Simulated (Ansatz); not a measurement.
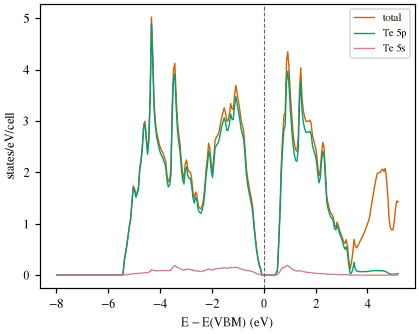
*Total and projected density of states of Te (trigonal Se type, P3_121), the program Ansatz at the PBE level (PAW)*

Task: Which orbitals carry the states next to the gap?

Result: Top 1 eV of the valence band: Te 5p 94 %. Bottom 1 eV of the conduction band: Te 5p 91 %. Projections are on Löwdin-orthogonalised atomic valence shells; empty p or d shells of many metals are not among them.

Task: Where is the tallest occupied peak in this window, and what makes it?

Result: Near -4.3 eV, about 5.0 states/eV per cell; the largest projected share is Te 5p.

The cell was relaxed with PBE under the symmetry of its start. A crystal of weakly bound chains computed without a dispersion correction: the cell and the soft elastic constants depend strongly on that. Scalar-relativistic: spin–orbit coupling is off unless named, which matters more the heavier the elements.

Potentials: the later of the program's two PAW sets.
